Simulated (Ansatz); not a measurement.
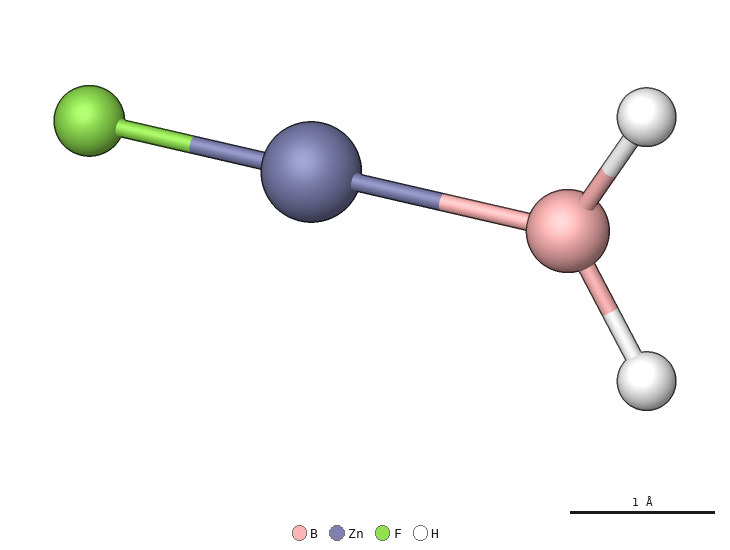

Rendered structure (ball-and-stick style). Every bond is drawn as one stick, whatever its order.

Count the atoms of each element.

Answer. BFH₂Zn, 5 atoms: 1 boron, 1 fluorine, 2 hydrogen and 1 zinc.

Name some functional groups or characteristic bonds that it holds.

Answer. Among them: B–H bond.

Give a SMILES string for it.

Answer. [BH2][Zn][F]

The parts below concern this one geometry. Atoms keep their numbers from picture to picture. Computed geometry: PBE0-D4/def2-TZVP optimisation.

Geometry

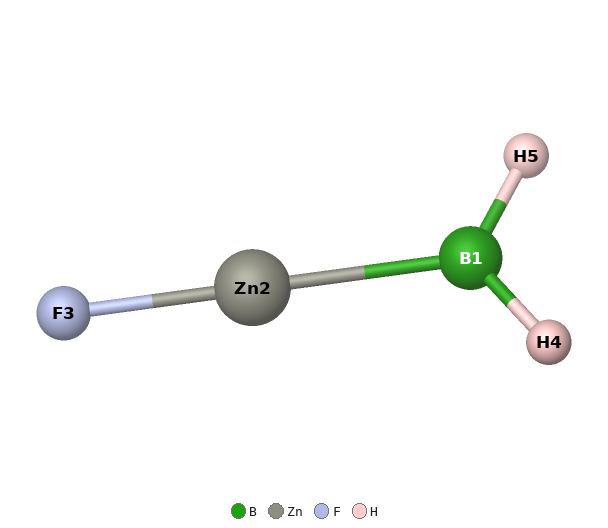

Atoms carry their numbers in the input.

Which atoms are bonded, and how long are the bonds?

| bond | length (Å) |
| --- | --- |
| B1–Zn2 | 2.033 |
| B1–H4 | 1.195 |
| B1–H5 | 1.195 |
| Zn2–F3 | 1.760 |

Vibrations

Harmonic vibrations computed with RKS PBE0-D4/def2-TZVP (Ansatz 0.2.0) at a stationary point of the same level.

How many vibrational modes are there, and where do they lie?

Answer. 9 modes: 139, 139, 498, 581, 670, 855, 1152, 2586, 2676 cm⁻¹.

Electronic properties

Properties computed with RKS ωB97M-V/def2-TZVPP (Ansatz 0.2.0).

Computed properties:

- dipole moment: 2.79 D
- HOMO energy (Kohn–Sham orbital): −10.59 eV
- LUMO energy (Kohn–Sham orbital): −1.00 eV
- HOMO–LUMO gap: 9.60 eV
- vertical ionisation energy: 10.96 eV

Charges

The questions are on Mulliken charges. Method: RKS ωB97M-V/def2-TZVPP (Ansatz 0.2.0).

List the Mulliken charges.

| atom | value (e) |
| --- | --- |
| B1 | −0.08 |
| Zn2 | 0.41 |
| F3 | −0.50 |
| H4 | 0.09 |
| H5 | 0.09 |

Mulliken values depend strongly on the basis set and can even reverse the polarity of a bond.
